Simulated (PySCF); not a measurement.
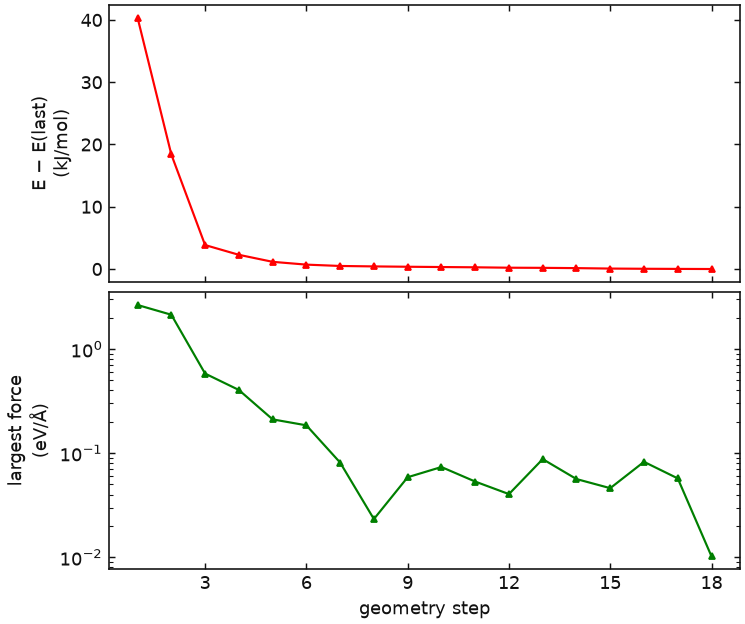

History of a geometry optimisation.

System: C$_{2}$H$_{5}$O$_{2}$S (SMILES [CH2-]S(C)(=O)=O) (charge −1).
Method: PBE0-D3(BJ)/def2-SVP, geometry optimisation (PySCF).

**How did the optimisation end?**

The optimisation met its thresholds at geometry 18, counting the start as the first. The energy fell by about 40 kJ/mol from the first step to the last. The largest force goes from about 2.6 eV/Å at the start to 0.01 eV/Å at the end.
